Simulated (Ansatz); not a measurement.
**C3H7GeN: rigid torsion scan**

A script is to give a rigid torsion scan; the system is C3H7GeN. SMILES: N=C1C[CH]1[GeH3].

Computed with Ansatz 0.2.0 through its Python package. Level of theory: r2SCAN/def2-SVP.

### Step 1. The structure

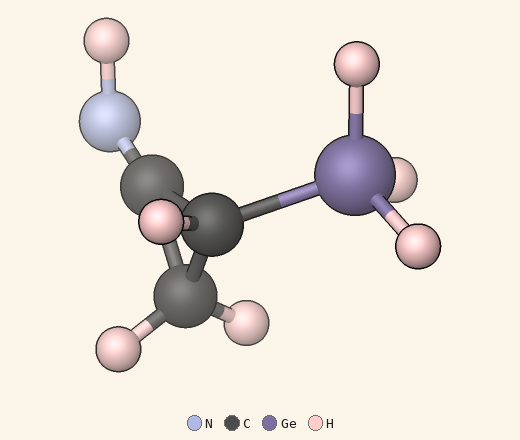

The structure that the script starts from, seen from a chosen angle (nitrogen light blue, carbon dark grey, germanium purple, hydrogen pink).

No structure file is read: the coordinates are typed or built in the script.

### Step 2. The script

torsion.py reads:

```python
"""Energy of C3H7GeN as one group turns about a bond."""

import ansatz as az
from ase import Atoms

BASIS_SET = "def2-SVP"
XC = "r2scan"
FORCE_TOL = 0.02

atoms = Atoms(["N", "C", "C", "C", "Ge", "H", "H", "H", "H", "H", "H", "H"], positions=[
    (-1.8896, 0.9333, 0.9976),
    (-0.8091, 0.3864, 0.885),
    (0.1416, -0.7285, 1.2338),
    (0.6794, 0.2749, 0.3105),
    (0.5799, -0.2822, -1.5773),
    (-2.123, 1.8493, 0.4421),
    (0.5827, -0.6227, 2.2885),
    (-0.1145, -1.6951, 0.839),
    (1.303, 1.0655, 0.7246),
    (0.3391, 0.9742, -2.423),
    (1.9288, -0.9181, -1.9068),
    (-0.5414, -1.2922, -1.7799),
])

# start the scan from a relaxed geometry
first = (
    az.Crystal.molecule_from_ase(atoms).calculation()
    .basis(gaussian=BASIS_SET)
    .functional(XC)
    .relax(force_tolerance=FORCE_TOL, max_steps=80)
)
atoms.positions = first.run().report["positions_ang"]

start = atoms.get_dihedral(1, 3, 4, 9)
energies = {}
for turn in range(0, 121, 15):
    turned = atoms.copy()
    turned.set_dihedral(1, 3, 4, 9, start + turn, indices=[4, 9, 10, 11])
    base = (
        az.Crystal.molecule_from_ase(turned).calculation()
        .basis(gaussian=BASIS_SET)
        .functional(XC)
    )
    energies[round((start + turn) % 360)] = base.run().report["free_energy_ev"]
floor = min(energies.values())
print("dihedral C1-C3-Ge4-H9 (deg)   E - E(min) (kJ/mol)")
for angle, e in sorted(energies.items()):
    print(f"{angle:8d} {96.485332 * (e - floor):14.3f}  " + "#" * int(30 * (e - floor) / max(max(energies.values()) - floor, 1e-9)))
```

### Step 3. The calls as engine input

The package turns the script's settings into the engine's input (first run):

```yaml
crystal:
  periodic: [false, false, false]
  atoms:
    - { symbol: "N", position_ang: [-1.8896, 0.9333, 0.9976] }
    - { symbol: C, position_ang: [-0.8091, 0.3864, 0.885] }
    - { symbol: C, position_ang: [0.1416, -0.7285, 1.2338] }
    - { symbol: C, position_ang: [0.6794, 0.2749, 0.3105] }
    - { symbol: Ge, position_ang: [0.5799, -0.2822, -1.5773] }
    - { symbol: H, position_ang: [-2.123, 1.8493, 0.4421] }
    - { symbol: H, position_ang: [0.5827, -0.6227, 2.2885] }
    - { symbol: H, position_ang: [-0.1145, -1.6951, 0.839] }
    - { symbol: H, position_ang: [1.303, 1.0655, 0.7246] }
    - { symbol: H, position_ang: [0.3391, 0.9742, -2.423] }
    - { symbol: H, position_ang: [1.9288, -0.9181, -1.9068] }
    - { symbol: H, position_ang: [-0.5414, -1.2922, -1.7799] }
basis:
  gaussian:
    orbitals: def2-SVP
hamiltonian:
  xc: r2scan
relax:
  f_tol: 0.02
  max_steps: 80
```

### Step 4. Launch

On the command line:

```bash
$ python torsion.py
```

Standard output:

```text
dihedral C1-C3-Ge4-H9 (deg)   E - E(min) (kJ/mol)
      85          0.000
     100          0.713  ####
     115          2.447  ##############
     130          4.239  #########################
     145          5.079  ##############################
     160          4.514  ##########################
     175          2.921  #################
     190          1.264  #######
     205          0.514  ###
```

Wall time 3.1 min (1 thread of Arm Neoverse V1, shared host); peak memory 0.26 GiB.

### Step 5. Path of the relaxation of run 0

Step by step:

```csv
step,energy from step 1 (eV),largest force component (eV/Å)
1,0.0000,5.6186
2,-0.6428,2.7053
3,-0.7955,0.5143
4,-0.7693,1.0891
5,-0.8369,0.3818
6,-0.8373,0.2345
7,-0.8425,0.0277
8,-0.8429,0.0336
9,-0.8433,0.0348
10,-0.8321,0.3915
11,-0.8436,0.0160
```

Step 1 is the start. Steps 4, 10 were tried and not accepted.

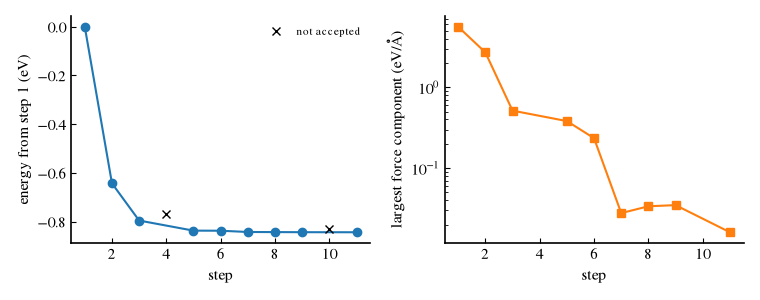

Energy and largest force along the relaxation.

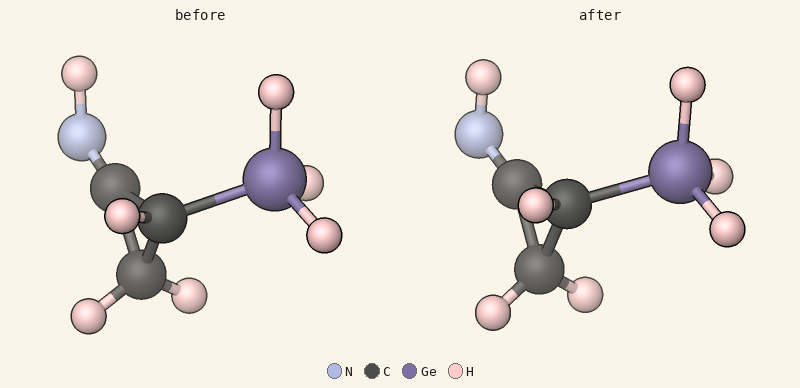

Before and after, at one scale.

Before: Bond lengths: N1–C2 1.216 Å, C2–C3 1.506 Å, C2–C4 1.599 Å, C3–C4 1.466 Å, C4–Ge5 1.971 Å, N1–H6 1.096 Å, C3–H7 1.148 Å, C3–H8 1.075 Å, C4–H9 1.089 Å, Ge5–H10 1.534 Å, Ge5–H11 1.527 Å, Ge5–H12 1.523 Å. Angles (14 of 22 angles, heavy atoms first): N1–C2–C3 150.7°, N1–C2–C4 153.0°, C3–C2–C4 56.2°, C2–C3–C4 65.1°, C2–C4–C3 58.7°, C2–C4–Ge5 108.5°, C3–C4–Ge5 113.0°, C2–N1–H6 121.2°, C2–C3–H7 112.8°, C2–C3–H8 115.5°, C4–C3–H7 112.0°, C4–C3–H8 118.1°, C2–C4–H9 110.2°, C3–C4–H9 117.9°.

After: Bond lengths: N1–C2 1.263 Å, C2–C3 1.458 Å, C2–C4 1.470 Å, C3–C4 1.562 Å, C4–Ge5 1.950 Å, N1–H6 1.029 Å, C3–H7 1.097 Å, C3–H8 1.098 Å, C4–H9 1.100 Å, Ge5–H10 1.536 Å, Ge5–H11 1.537 Å, Ge5–H12 1.536 Å. Angles (14 of 22 angles, heavy atoms first): N1–C2–C3 144.2°, N1–C2–C4 151.3°, C3–C2–C4 64.5°, C2–C3–C4 58.1°, C2–C4–C3 57.4°, C2–C4–Ge5 121.0°, C3–C4–Ge5 119.8°, C2–N1–H6 109.8°, C2–C3–H7 118.7°, C2–C3–H8 119.0°, C4–C3–H7 117.5°, C4–C3–H8 118.1°, C2–C4–H9 116.5°, C3–C4–H9 115.7°.

Run 0 is this relaxation; the runs after it count from 1.

### Step 6. The engine's runs

The 9 runs, in the order started:

| run | turn (°) | energy from run 1 (eV) | SCF cycles | CPU time (s) |
| --- | --- | --- | --- | --- |
| 1 | 0 | 0.0000 | 17 | 7.6 |
| 2 | 15 | 0.0074 | 17 | 7.6 |
| 3 | 30 | 0.0254 | 17 | 7.5 |
| 4 | 45 | 0.0439 | 17 | 7.6 |
| 5 | 60 | 0.0526 | 17 | 7.7 |
| 6 | 75 | 0.0468 | 17 | 7.6 |
| 7 | 90 | 0.0303 | 17 | 7.5 |
| 8 | 105 | 0.0131 | 17 | 7.8 |
| 9 | 120 | 0.0053 | 17 | 7.7 |

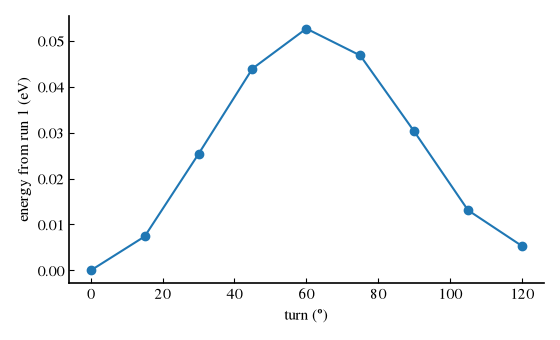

Energy against turn; lines join the points.

### Step 7. What came out

| quantity | value |
| --- | --- |
| runs compared | 9 |
| range of energy | 0.053 eV |
| lowest point, turn (°) | 0 |

**Reading.** The lowest point lies at a turn of 0°, the highest 0.053 eV (5.1 kJ/mol) above it at 60°. The grid can miss the true lowest and highest points, and the rest of the molecule is held rigid. Run 0: The relaxation took 8 moves; the largest shift is 0.191 Å. The scan is rigid and the energies are electronic, in a modest basis. With rigid groups the curve can differ much from the relaxed path, the start wasn't checked as a minimum of this torsion, and equivalent turns needn't return to the same energy.
